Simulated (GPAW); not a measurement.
Band structure of GdB₂ (P6/mmm, 3 atoms in the cell).

```
GdB2
1.0
    3.30203     0.00000     0.00000
   -1.65101     2.85964     0.00000
    0.00000     0.00000     3.94602
Gd B
1 2
Direct
  0.00000   0.00000   0.00000
  0.66667   0.33333   0.50000
  0.33333   0.66667   0.50000
```
Moments meant for the start (each program seeds them in its own way; μB, in the order of the atoms Gd B B): 7.0 0.0 0.0.

Level of theory: LDA (Perdew-Wang 92), GPAW PAW datasets LDA (gpaw-data 1.0.1) (plane waves; GPAW 25.7.0).

Settings: spinpol = true; mode = pw; ecut = 900 eV; xc = LDA; kpts = 8 8 6; mesh shift (steps) = 0 0 0; occupations.name = fermi-dirac; occupations.width = 0.1 eV; nbands = -11; convergence.density = 1e-05 e/electron; convergence.energy = 1e-05 eV/electron; symmetry.symmorphic = false; symmetry.tolerance = 0.0005; maxiter = 120.

The starting cell comes from a database of computed structures (which also holds hypothetical and non-ambient phases and stackings), without a prior relaxation at this level. Spin-orbit coupling is off. With one magnetic atom in the cell only a parallel order is possible. With U or open f shells several self-consistent states can exist. The f electrons are in the valence without U or exact exchange, which can misplace them near the Fermi level. Spin-orbit terms, which matter for f shells, are left out.

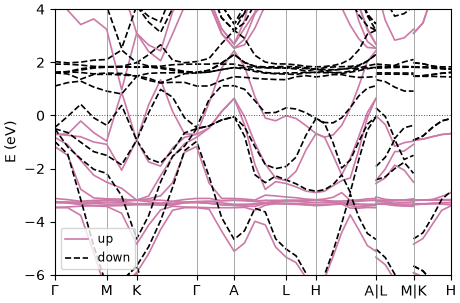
Figure. Bands along the path, energies from the Fermi level.

Levels in eV from the Fermi level, bands 13 to 19 of the first spin channel:
| point | 13 | 14 | 15 | 16 | 17 | 18 | 19 |
|---|---|---|---|---|---|---|---|
| Γ | -1.17 | -0.83 | -0.71 | -0.71 | 4.98 | 4.98 | 5.71 |
| M | -3.14 | -2.51 | -1.09 | -0.97 | 3.24 | 4.30 | 5.95 |
| K | -3.20 | -3.19 | -0.93 | -0.93 | 3.09 | 3.09 | 5.51 |
| A | -3.12 | 0.64 | 0.64 | 2.43 | 2.53 | 2.53 | 2.68 |
| L | -3.07 | -2.56 | -2.45 | -0.01 | 4.85 | 5.07 | 6.85 |
| H | -3.17 | -2.91 | -0.69 | -0.69 | 5.61 | 7.21 | 7.21 |

Bands cross the Fermi level along this path, so the cell is metallic at this level.

The net moment of the cell came out as 7.14 μB.
